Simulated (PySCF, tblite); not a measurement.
# C5H12Si2: a rotation path, then NMR shifts on frames, part 2 of 2

tblite 0.8.0 and PySCF 2.14.0. Atoms count from 0. The steps go on from the part before.

### Step 5. NMR shieldings: image 4, PBE0/pcSseg-1

The job: settings as JSON, then the geometry in Å.

```
{"job": {"kind": "nmr", "xc": "PBE0", "basis": "pcSseg-1", "pop": false}, "charge": 0, "multiplicity": 1}
C     -1.495800     1.566700    -1.475600
C     -1.265600     0.711100    -0.490300
C     -2.266800    -0.343100    -0.131000
Si     0.338100     0.781100     0.510500
C      0.656100    -0.804500     1.546900
Si     2.064600    -1.366500     0.373200
C      1.898100     0.325800    -0.514100
H     -0.783900     2.331300    -1.736200
H     -2.400000     1.543000    -2.066800
H     -1.808400    -1.328700    -0.181000
H     -2.613000    -0.194600     0.891400
H     -3.125800    -0.323800    -0.799300
H      0.426700     2.051000     1.247900
H     -0.181900    -1.488900     1.640400
H      0.997600    -0.595800     2.557200
H      1.696700    -2.497900    -0.483300
H      3.351300    -1.635800     1.020200
H      2.733000     0.995100    -0.325600
H      1.769000     0.283700    -1.592000
```

Method: GIAO PBE0/pcSseg-1 NMR shielding, non-relativistic, gas phase.

The program printed:

```text
coarse grid: 16120 points
cycle   1  E = -776.0599179972  dE =  5.381e-01  |g| = 5.693e-01  |ddm| = 3.900e+00
cycle   2  E = -776.0186922642  dE =  4.123e-02  |g| = 6.802e-01  |ddm| = 1.151e+00
cycle   3  E = -776.1439996469  dE = -1.253e-01  |g| = 5.922e-02  |ddm| = 7.241e-01
cycle   4  E = -776.1447567840  dE = -7.571e-04  |g| = 3.009e-02  |ddm| = 9.571e-02
cycle   5  E = -776.1449775674  dE = -2.208e-04  |g| = 9.423e-03  |ddm| = 3.261e-02
cycle   6  E = -776.1449986037  dE = -2.104e-05  |g| = 2.938e-03  |ddm| = 9.898e-03
cycle   7  E = -776.1450008307  dE = -2.227e-06  |g| = 3.581e-04  |ddm| = 3.158e-03
final grid: 144360 points
cycle   8  E = -776.1865284919  dE = -3.032e-05  |g| = 8.241e-03  |ddm| = 2.559e-02
cycle   9  E = -776.1865207846  dE =  7.707e-06  |g| = 9.827e-03  |ddm| = 1.692e-02
cycle  10  E = -776.1865463387  dE = -2.555e-05  |g| = 1.012e-03  |ddm| = 9.530e-03
cycle  11  E = -776.1865465685  dE = -2.297e-07  |g| = 3.455e-04  |ddm| = 1.124e-03
cycle  12  E = -776.1865465974  dE = -2.890e-08  |g| = 8.975e-05  |ddm| = 3.297e-04
cycle  13  E = -776.1865465992  dE = -1.887e-09  |g| = 2.778e-05  |ddm| = 1.058e-04
cycle  14  E = -776.1865465994  dE = -2.010e-10  |g| = 4.097e-06  |ddm| = 3.613e-05
converged SCF energy = -776.1865465994

GIAO shielding tensors (ppm)
atom      isotropic    diamagn.    paramagn.     s11        s22        s33       span
  0 C       52.506     253.039    -200.533    -65.384     72.427    150.473    215.857
  1 C       33.570     263.876    -230.307    -84.554     10.610    174.653    259.206
  2 C      158.266     247.324     -89.058    145.368    148.745    180.686     35.318
  3 Si     363.865     882.628    -518.763    326.278    360.224    405.092     78.815
  4 C      190.230     258.803     -68.573    170.716    197.551    202.423     31.707
  5 Si     385.398     880.620    -495.221    360.904    364.437    430.854     69.950
  6 C      185.326     258.775     -73.449    161.966    191.874    202.138     40.172
  7 H       26.162      32.107      -5.945     22.614     24.602     31.271      8.657
  8 H       25.432      30.698      -5.267     22.066     25.026     29.203      7.138
  9 H       29.421      31.788      -2.368     24.831     30.067     33.364      8.534
 10 H       29.604      29.648      -0.043     25.834     28.387     34.592      8.758
 11 H       29.715      30.095      -0.381     26.257     28.012     34.874      8.617
 12 H       26.324      30.552      -4.228     23.231     24.566     31.174      7.943
 13 H       31.132      33.163      -2.031     26.516     28.968     37.911     11.396
 14 H       31.025      31.051      -0.026     27.180     27.872     38.024     10.844
 15 H       26.845      29.804      -2.960     24.234     24.650     31.651      7.417
 16 H       26.804      29.182      -2.377     23.508     24.544     32.360      8.851
 17 H       30.822      31.059      -0.237     26.963     28.061     37.441     10.478
 18 H       31.304      32.977      -1.673     27.165     28.454     38.293     11.128
```

Run time: 33 s. Hardware: 1 thread of Intel Xeon Platinum 8488C, shared host; peak memory 0.88 GiB.

In short: δ C1 153.4, C0 134.4, C2 28.7, C6 1.6, H8 6.29, H7 5.55 ppm.

### Step 6. NMR shieldings: image 6, PBE0/pcSseg-1

The job: settings as JSON, then the geometry in Å.

```
{"job": {"kind": "nmr", "xc": "PBE0", "basis": "pcSseg-1", "pop": false}, "charge": 0, "multiplicity": 1}
C     -1.310800     1.182500    -1.681600
C     -1.281200     0.628500    -0.478000
C     -2.488600    -0.049600     0.092100
Si     0.271900     0.680000     0.597500
C      0.696200    -1.009300     1.407000
Si     2.190200    -1.268800     0.232300
C      1.899600     0.515700    -0.404500
H     -0.450500     1.680400    -2.095000
H     -2.190200     1.164500    -2.309200
H     -2.247800    -1.072800     0.373100
H     -2.815500     0.465600     0.994500
H     -3.311200    -0.068900    -0.620700
H      0.214400     1.819000     1.529100
H     -0.078100    -1.769500     1.360000
H      0.984100    -0.924100     2.451400
H      1.961200    -2.291800    -0.791200
H      3.471900    -1.511600     0.899500
H      2.661500     1.219400    -0.081800
H      1.813300     0.620000    -1.482000
```

With the program's defaults for keys left out, this is: GIAO PBE0/pcSseg-1 NMR shielding, non-relativistic, gas phase.

The program printed:

```text
coarse grid: 16120 points
cycle   1  E = -776.0607824635  dE =  5.399e-01  |g| = 5.697e-01  |ddm| = 3.894e+00
cycle   2  E = -776.0188466582  dE =  4.194e-02  |g| = 6.823e-01  |ddm| = 1.157e+00
cycle   3  E = -776.1451751372  dE = -1.263e-01  |g| = 5.535e-02  |ddm| = 7.246e-01
cycle   4  E = -776.1458556425  dE = -6.805e-04  |g| = 2.708e-02  |ddm| = 9.031e-02
cycle   5  E = -776.1460400057  dE = -1.844e-04  |g| = 7.309e-03  |ddm| = 3.034e-02
cycle   6  E = -776.1460519286  dE = -1.192e-05  |g| = 3.020e-03  |ddm| = 8.498e-03
cycle   7  E = -776.1460542604  dE = -2.332e-06  |g| = 3.841e-04  |ddm| = 2.915e-03
final grid: 144360 points
cycle   8  E = -776.1881602792  dE = -3.455e-05  |g| = 8.549e-03  |ddm| = 2.955e-02
cycle   9  E = -776.1881518846  dE =  8.395e-06  |g| = 1.021e-02  |ddm| = 1.772e-02
cycle  10  E = -776.1881795162  dE = -2.763e-05  |g| = 9.330e-04  |ddm| = 9.790e-03
cycle  11  E = -776.1881797053  dE = -1.891e-07  |g| = 3.445e-04  |ddm| = 1.058e-03
cycle  12  E = -776.1881797337  dE = -2.845e-08  |g| = 9.903e-05  |ddm| = 3.445e-04
cycle  13  E = -776.1881797361  dE = -2.311e-09  |g| = 3.151e-05  |ddm| = 1.188e-04
cycle  14  E = -776.1881797363  dE = -2.588e-10  |g| = 4.696e-06  |ddm| = 3.804e-05
converged SCF energy = -776.1881797363

GIAO shielding tensors (ppm)
atom      isotropic    diamagn.    paramagn.     s11        s22        s33       span
  0 C       52.346     253.783    -201.437    -63.606     69.345    151.299    214.905
  1 C       33.511     264.099    -230.588    -82.528      8.635    174.426    256.954
  2 C      160.781     247.017     -86.235    147.432    150.470    184.441     37.009
  3 Si     363.282     882.821    -519.539    319.621    366.027    404.197     84.576
  4 C      189.281     259.042     -69.762    169.282    196.442    202.118     32.837
  5 Si     385.669     880.752    -495.083    359.886    367.102    430.019     70.133
  6 C      188.280     259.159     -70.879    167.957    194.770    202.114     34.158
  7 H       26.053      33.093      -7.040     22.742     24.607     30.811      8.068
  8 H       25.475      30.991      -5.516     22.218     25.128     29.079      6.862
  9 H       29.452      31.114      -1.662     24.583     30.176     33.596      9.013
 10 H       29.748      28.902       0.846     25.809     28.147     35.290      9.481
 11 H       29.725      29.694       0.031     26.156     28.026     34.991      8.835
 12 H       26.326      30.512      -4.186     23.564     24.362     31.053      7.489
 13 H       31.198      33.198      -2.000     26.493     28.929     38.171     11.678
 14 H       31.000      31.233      -0.232     27.041     28.090     37.870     10.829
 15 H       26.903      29.900      -2.997     24.284     24.593     31.832      7.548
 16 H       26.814      29.240      -2.426     23.492     24.605     32.346      8.855
 17 H       30.942      31.145      -0.203     27.130     27.898     37.798     10.668
 18 H       31.196      33.369      -2.174     26.684     28.574     38.330     11.645
```

Wall time 39 s (1 thread of Intel Xeon Platinum 8488C, shared host); peak memory 0.88 GiB.

Key values: δ C1 153.4, C0 134.6, C2 26.1, C6 -1.4, H8 6.24, H7 5.66 ppm.

### Step 7. Nuclear shieldings: image 8, PBE0/pcSseg-1

The job: settings as JSON, then the geometry in Å.

```
{"job": {"kind": "nmr", "xc": "PBE0", "basis": "pcSseg-1", "pop": false}, "charge": 0, "multiplicity": 1}
C     -1.296000     0.719600    -1.780000
C     -1.332600     0.560500    -0.464900
C     -2.630800     0.374200     0.259300
Si     0.215000     0.520700     0.614700
C      0.731000    -1.251600     1.154700
Si     2.388100    -1.133000     0.195800
C      1.899200     0.654200    -0.292500
H     -0.370000     0.855500    -2.312400
H     -2.191300     0.724900    -2.385400
H     -2.633100    -0.583100     0.779200
H     -2.754900     1.153600     1.010000
H     -3.478000     0.405600    -0.423600
H      0.046700     1.465300     1.731700
H      0.068900    -2.046600     0.821000
H      0.846300    -1.375500     2.227900
H      2.498100    -2.062300    -0.931800
H      3.586100    -1.230800     1.033800
H      2.552000     1.420000     0.116600
H      1.845300     0.838000    -1.361400
```

Method: GIAO PBE0/pcSseg-1 NMR shielding, non-relativistic, gas phase.

The program printed:

```text
coarse grid: 16120 points
cycle   1  E = -776.0633136088  dE =  5.354e-01  |g| = 5.668e-01  |ddm| = 3.893e+00
cycle   2  E = -776.0226860549  dE =  4.063e-02  |g| = 6.764e-01  |ddm| = 1.151e+00
cycle   3  E = -776.1468060437  dE = -1.241e-01  |g| = 5.395e-02  |ddm| = 7.206e-01
cycle   4  E = -776.1474655463  dE = -6.595e-04  |g| = 2.592e-02  |ddm| = 8.758e-02
cycle   5  E = -776.1476395162  dE = -1.740e-04  |g| = 5.580e-03  |ddm| = 2.886e-02
cycle   6  E = -776.1476461257  dE = -6.609e-06  |g| = 2.759e-03  |ddm| = 7.536e-03
final grid: 144360 points
cycle   7  E = -776.1891553550  dE = -2.919e-05  |g| = 9.190e-03  |ddm| = 2.825e-02
cycle   8  E = -776.1891368992  dE =  1.846e-05  |g| = 1.245e-02  |ddm| = 1.835e-02
cycle   9  E = -776.1891765800  dE = -3.968e-05  |g| = 1.680e-03  |ddm| = 1.107e-02
cycle  10  E = -776.1891773098  dE = -7.297e-07  |g| = 2.900e-04  |ddm| = 1.675e-03
cycle  11  E = -776.1891773290  dE = -1.921e-08  |g| = 9.402e-05  |ddm| = 3.446e-04
cycle  12  E = -776.1891773311  dE = -2.114e-09  |g| = 2.692e-05  |ddm| = 1.036e-04
cycle  13  E = -776.1891773313  dE = -1.819e-10  |g| = 4.407e-06  |ddm| = 3.583e-05
converged SCF energy = -776.1891773313

GIAO shielding tensors (ppm)
atom      isotropic    diamagn.    paramagn.     s11        s22        s33       span
  0 C       53.645     254.424    -200.779    -58.982     69.417    150.500    209.482
  1 C       33.613     264.447    -230.835    -81.745      6.756    175.828    257.573
  2 C      161.037     246.533     -85.495    145.152    151.638    186.323     41.171
  3 Si     360.340     883.004    -522.664    321.048    365.945    394.026     72.978
  4 C      187.570     258.762     -71.192    167.306    192.083    203.321     36.015
  5 Si     386.503     880.810    -494.307    359.322    369.731    430.456     71.133
  6 C      191.299     259.574     -68.275    170.104    200.362    203.430     33.326
  7 H       26.030      33.891      -7.860     23.368     24.231     30.493      7.125
  8 H       25.561      31.181      -5.620     22.646     25.013     29.024      6.378
  9 H       29.573      30.106      -0.533     25.200     29.490     34.028      8.828
 10 H       29.685      28.789       0.896     25.448     28.480     35.127      9.679
 11 H       29.716      29.210       0.505     25.961     28.153     35.033      9.073
 12 H       26.457      30.967      -4.510     23.373     25.147     30.852      7.479
 13 H       31.249      33.229      -1.979     27.102     28.847     37.800     10.698
 14 H       30.973      31.314      -0.340     26.785     28.122     38.012     11.227
 15 H       26.875      29.653      -2.778     23.993     24.549     32.082      8.089
 16 H       26.828      29.226      -2.398     23.693     24.634     32.158      8.465
 17 H       31.084      31.159      -0.075     27.138     27.581     38.534     11.396
 18 H       31.066      33.417      -2.351     26.658     28.615     37.926     11.268
```

It took 45 s on 1 thread of Intel Xeon Platinum 8488C, shared host; peak memory 0.85 GiB.

This run: δ C1 153.3, C0 133.3, C2 25.9, C4 -0.6, H8 6.16, H7 5.69 ppm.

### Step 8. Side by side: NMR shifts

Shifts (ppm) of some atoms, chosen among heavy atoms and hydrogens apart, with basis size and wall time:

```
  frame    C2    C6    C4    H8   H10    Si3    Si5  functions  time
image 0  25.2  -1.3  -1.6  6.00  2.26   -3.4  -36.8        193  33 s
image 2  27.5   0.9  -2.7  6.16  2.28   -8.4  -35.9        193  31 s
image 4  28.7   1.6  -3.3  6.29  2.11  -14.7  -36.2        193  33 s
image 6  26.1  -1.4  -2.4  6.24  1.97  -14.1  -36.5        193  39 s
image 8  25.9  -4.4  -0.6  6.16  2.03  -11.2  -37.3        193  45 s
```

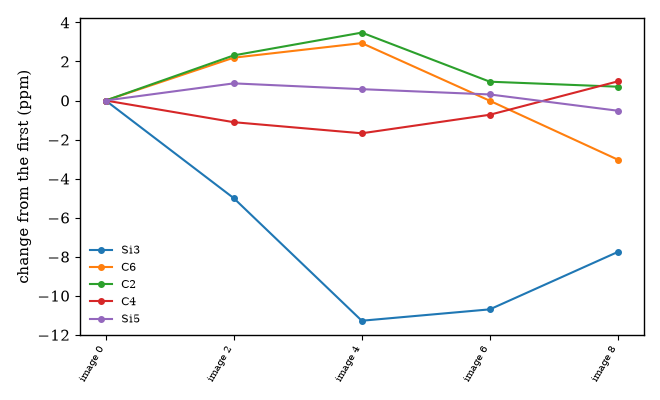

How five of the tabulated atoms move from run to run.

### Step 9. Summary of results

What follows sums up all 2 parts.

| quantity | value |
| --- | --- |
| barrier | 0.044 eV (1.0 kcal/mol) at image 4 |
| end to end (GFN2-xTB) | 0.017 eV |
| 13C shifts against TMS (PBE0/pcSseg-1, image 0) | 154.0, 133.9, 25.2, -1.3, -1.6 ppm |
| 1H shifts against TMS (PBE0/pcSseg-1, image 0) | 6.00, 5.74, 5.27, 4.91, 4.91, 2.26, 2.23, 2.01, 0.79, 0.78, 0.53, 0.50 ppm |
| 29Si shifts against TMS (PBE0/pcSseg-1, image 0) | -3.4, -36.8 ppm |
| range of the shift of Si3 | -14.7 to -3.4 ppm |

Along the band the dihedral turns by 122°, and the top (dihedral 15°) lies 1.0 kcal/mol above the start (GFN2-xTB, rough), so at room temperature this motion is fast. Ends this close can change order at a higher level. The top was not checked by a frequency run. Shifts at one fixed geometry are not the observed spectrum, which averages over the motion. In the first frame run (image 0): The largest span, 260 ppm, is at C1, where the paramagnetic term is -232 ppm. Across the 5 runs the shift of Si3 moves most, between -14.7 (image 4) and -3.4 ppm (image 0).
